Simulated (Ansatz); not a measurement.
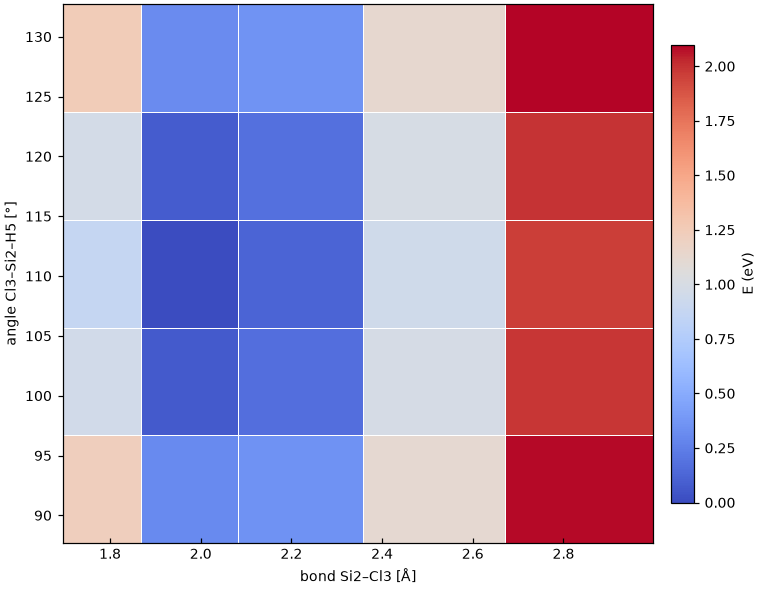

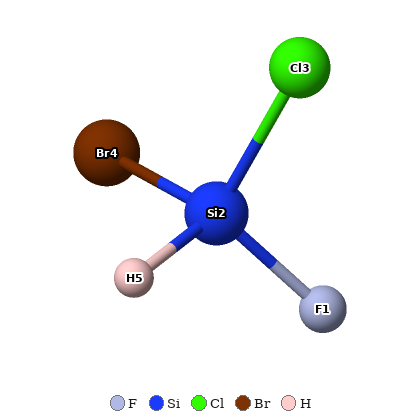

Energy landscape of BrClFHSi, SMILES F[SiH](Cl)Br. Two internal coordinates are moved rigidly from the geometry relaxed at PBE0-D4/def2-TZVP, all others fixed. First axis: bond Si2–Cl3. Second axis: angle Cl3–Si2–H5. The scan uses a 5 × 5 grid. Points are written as (first, second). All energies are given in eV relative to the lowest grid point. Level of theory: Ansatz, RKS PBE-D4/def2-TZVPP.

The picture shows one coloured cell a grid point. The second picture is the structure at the lowest point.

### What does the map say about the system?

The lowest grid point is at (1.955 Å, 110.2°). The bottom of the well lies between grid points, at about (2.045 Å, 110°), about 0.081 eV lower on the interpolated surface. No other kind of well shows on this grid. The highest grid point, (2.834 Å, 128.2°), lies 2.10 eV above the lowest. Round the minimum the two coordinates are nearly uncoupled.
